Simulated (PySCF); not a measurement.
# C7H11FN: the cost of one run

Programs: PySCF 2.14.0, with routines of our own; each step states its level. All values are computed. Atoms count from 0.

## Step 1: The system as given

20 atoms, charge 1, multiplicity 1; geometry from: GFN2-xTB.

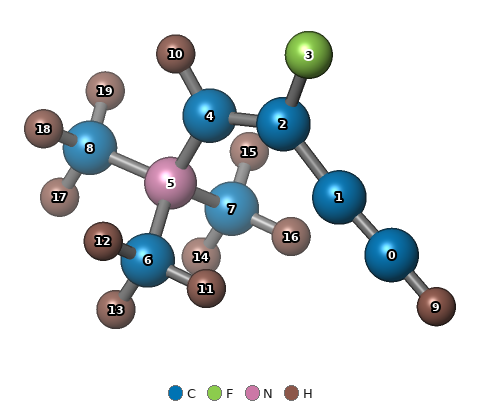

The starting geometry (carbon blue, fluorine green, nitrogen pink, hydrogen brown).

## Step 2: Magnetic properties: GIAO B3LYP/pcSseg-1

The job: settings as JSON, then the geometry in Å.

```
{"job": {"kind": "mag", "xc": "B3LYP", "basis": "pcSseg-1", "isotopologues": 0}, "charge": 1, "multiplicity": 1}
C      3.319433     0.029907    -0.275634
C      2.338422     0.526111     0.211508
C      1.277134     1.207098     0.852098
F      1.664143     2.217334     1.626977
C     -0.039069     0.970892     0.780196
N     -0.673226    -0.080341    -0.004707
C     -0.198958    -1.407523     0.444817
C     -0.369977     0.102737    -1.441139
C     -2.135464    -0.003765     0.189301
H      4.158990    -0.425280    -0.717084
H     -0.700077     1.605953     1.348639
H      0.874747    -1.496372     0.288812
H     -0.411021    -1.536852     1.505311
H     -0.705481    -2.192450    -0.114181
H     -0.881101    -0.658320    -2.028608
H     -0.706271     1.085870    -1.767984
H      0.702348     0.024383    -1.612443
H     -2.628064    -0.782907    -0.389985
H     -2.383234    -0.140795     1.240849
H     -2.508424     0.964998    -0.139778
```

With the program's defaults for keys left out, this is: GIAO B3LYP/pcSseg-1 magnetisability, rotational g tensor and spin-rotation constants, non-relativistic, gas phase.

Started as:

```sh
$ OMP_NUM_THREADS=1 python excited_run.py task.json out
```

The driver reads the jobs from task.json and runs them one after another.

**Question.** How long does this first job take on 1 thread of Intel Xeon 6975P-C, shared host, and how much memory does it need?

About 37 s, with a peak of 1 GiB.
